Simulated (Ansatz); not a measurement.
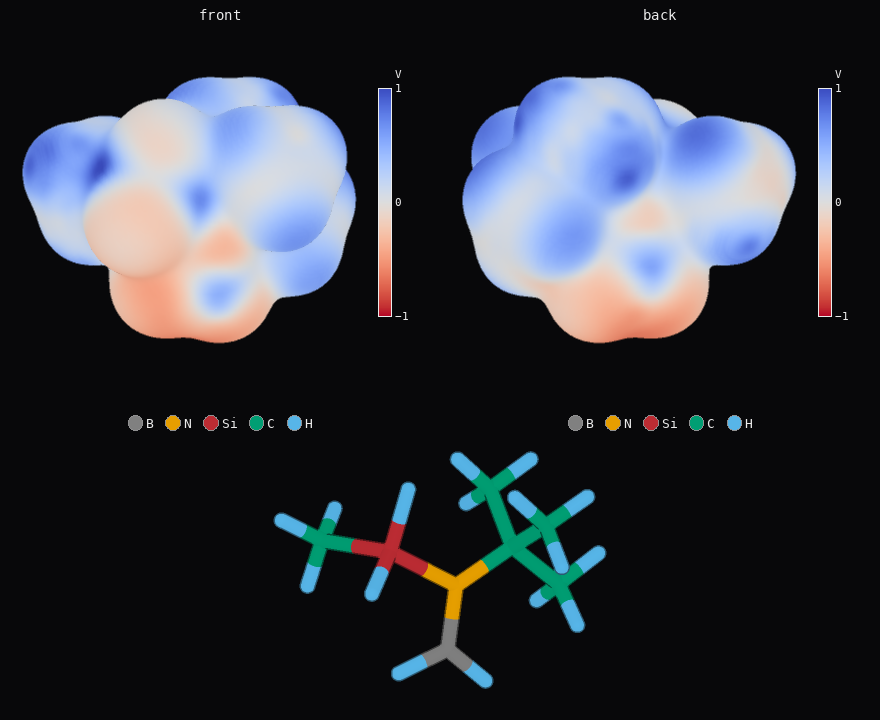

*C$_{5}$H$_{16}$BNSi (SMILES BN([SiH2]C)C(C)(C)C). The molecular electrostatic potential painted on the density surface at 0.002 e/bohr³, seen from the front and from behind; red is negative and blue positive. The bare structure is drawn below in the same view.*

Geometry: PBE0-D4/def2-TZVP.

Computed with RKS PBE0-D4/def2-TZVPP (Ansatz 0.2.0).

Input

```
crystal:
  periodic: [false, false, false]
  atoms:
    - {symbol: B, position_ang: [-1.403578, -1.495659, 0.148559]}
    - {symbol: N, position_ang: [-0.310646, -0.631158, 0.198753]}
    - {symbol: Si, position_ang: [0.199584, -0.276405, 1.854273]}
    - {symbol: C, position_ang: [-0.999935, 0.864062, 2.710173]}
    - {symbol: C, position_ang: [0.355607, -0.003458, -0.967261]}
    - {symbol: C, position_ang: [1.786240, -0.530300, -1.067309]}
    - {symbol: C, position_ang: [0.366894, 1.512615, -0.776527]}
    - {symbol: C, position_ang: [-0.372505, -0.321794, -2.264078]}
    - {symbol: H, position_ang: [-1.826341, -1.906682, 1.197514]}
    - {symbol: H, position_ang: [-1.931739, -1.834024, -0.867275]}
    - {symbol: H, position_ang: [0.323411, -1.553326, 2.599683]}
    - {symbol: H, position_ang: [1.544433, 0.361048, 1.832682]}
    - {symbol: H, position_ang: [-1.995543, 0.416324, 2.746619]}
    - {symbol: H, position_ang: [-0.675542, 1.061603, 3.735397]}
    - {symbol: H, position_ang: [-1.073275, 1.819323, 2.185150]}
    - {symbol: H, position_ang: [2.360652, -0.302759, -0.167540]}
    - {symbol: H, position_ang: [2.299995, -0.076111, -1.917865]}
    - {symbol: H, position_ang: [1.780964, -1.613533, -1.206560]}
    - {symbol: H, position_ang: [0.907927, 1.801528, 0.127874]}
    - {symbol: H, position_ang: [-0.653545, 1.896625, -0.707879]}
    - {symbol: H, position_ang: [0.859682, 1.997489, -1.622117]}
    - {symbol: H, position_ang: [0.139545, 0.179969, -3.087952]}
    - {symbol: H, position_ang: [-0.380704, -1.392848, -2.470729]}
    - {symbol: H, position_ang: [-1.406680, 0.026870, -2.240185]}
basis:
  gaussian: {orbitals: def2-TZVPP}
hamiltonian: {xc: pbe0, dispersion: d4}
output: {orbitals: {seedname: orbitals}}
```

Command:

```sh
ansatz run in.yaml --threads 4 --pin off --events-out ev --progress --plain --max-ram 41984MiB --backend cuda --devices 0, --max-vram 37GiB
```

> Which sites attract a positive test charge, and which a negative one?

A positive charge is drawn to the negative regions and a negative charge to the positive ones. The most negative region (about −0.6 V) lies over H10, the most positive (about +0.9 V) over Si3, H14, H20 and H21.
